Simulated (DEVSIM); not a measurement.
System: illuminated GaSb p-on-n cell, one wavelength, at 250 K.

```
layer (left to right)  material  thickness (μm)  Nd (cm⁻³)  Na (cm⁻³)   τn (s)  τp (s)  absorption coefficient (cm⁻¹)
---------------------  --------  --------------  ---------  ---------  -------  ------  -----------------------------
1                          GaSb          0.0520          -     6.4e17  4.2e-10  2.9e-8                          34000
2                          GaSb            5.90     3.6e16          -   4.2e-8  4.2e-8                          34000
```

Left contact: ohmic, minority electron recombination velocity 100 cm/s. Right contact: ohmic, minority hole recombination velocity 6e6 cm/s. Voltage is applied to the left contact. Recombination: SRH at mid-gap, radiative, Auger. Light enters at the left, 9.8e16 photons cm⁻² s⁻¹, one pass, no reflection. Mobility is constant in doping.

This is a model device: material constants are rounded textbook-type values typed into the input, and sizes, dopings and lifetimes were drawn at random. Values at 300 K; Nc and Nv go as T^1.5, mobilities as T to minus their exponent, the gap by Varshni's rule with the affinity fixed.

| parameter | GaSb |
|---|---|
| gap (eV) | 0.726 |
| affinity (eV) | 4.06 |
| permittivity | 15.7 |
| Nc (cm⁻³) | 2.1e17 |
| Nv (cm⁻³) | 1.8e19 |
| μn (cm²/Vs) | 5000 |
| μp (cm²/Vs) | 850 |
| T exponent of μn | 2 |
| T exponent of μp | 1.7 |
| B (cm³/s) | 1e-10 |
| Cn (cm⁶/s) | 5e-30 |
| Cp (cm⁶/s) | 5e-30 |
| Varshni α (eV/K) | 0.00042 |
| Varshni β (K) | 140 |

Model (solved in DEVSIM): 1D drift-diffusion, Boltzmann statistics, complete ionisation; no tunnelling, impact ionisation, image-force lowering or self-heating.

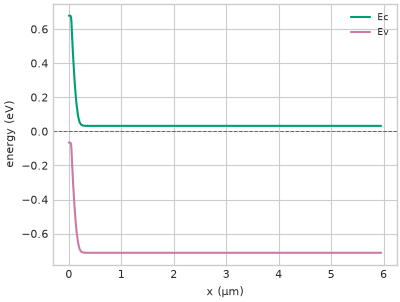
Fig. 1. Band edges at zero bias, in the dark

Energies count from the Fermi level of the right contact; mesh points crowd at the junctions.

| x (μm) | Ec (eV) | Ev (eV) | n (cm⁻³) | p (cm⁻³) | field (V/cm) |
|---|---|---|---|---|---|
| 0.000 | 0.679 | -0.066 | 3300 | 6.4e17 | -21 |
| 0.01313 | 0.679 | -0.066 | 3300 | 6.4e17 | -120 |
| 0.02549 | 0.678 | -0.067 | 3400 | 6.2e17 | -1200 |
| 0.03837 | 0.672 | -0.072 | 4500 | 4.7e17 | -11000 |
| 0.05513 | 0.602 | -0.143 | 120000 | 1.8e16 | -68000 |
| 0.07222 | 0.492 | -0.252 | 1.9e7 | 1.1e14 | -60000 |
| 0.1030 | 0.326 | -0.418 | 4.3e10 | 5.0e10 | -48000 |
| 0.1774 | 0.087 | -0.658 | 2.9e15 | 750000 | -17000 |
| 0.2711 | 0.033 | -0.711 | 3.4e16 | 63000 | -600 |
| 0.4395 | 0.032 | -0.713 | 3.6e16 | 59000 | ≈ 0 |
| 0.6970 | 0.032 | -0.713 | 3.6e16 | 59000 | ≈ 0 |
| 1.360 | 0.032 | -0.713 | 3.6e16 | 59000 | ≈ 0 |
| 2.282 | 0.032 | -0.713 | 3.6e16 | 59000 | ≈ 0 |
| 3.643 | 0.032 | -0.713 | 3.6e16 | 59000 | ≈ 0 |
| 4.756 | 0.032 | -0.713 | 3.6e16 | 59000 | ≈ 0 |
| 5.255 | 0.032 | -0.713 | 3.6e16 | 59000 | ≈ 0 |
| 5.550 | 0.032 | -0.713 | 3.6e16 | 59000 | ≈ 0 |
| 5.714 | 0.032 | -0.713 | 3.6e16 | 59000 | ≈ 0 |
| 5.845 | 0.032 | -0.713 | 3.6e16 | 59000 | ≈ 0 |
| 5.898 | 0.032 | -0.713 | 3.6e16 | 59000 | ≈ 0 |
| 5.928 | 0.032 | -0.713 | 3.6e16 | 59000 | ≈ 0 |
| 5.952 | 0.032 | -0.713 | 3.6e16 | 59000 | ≈ 0 |
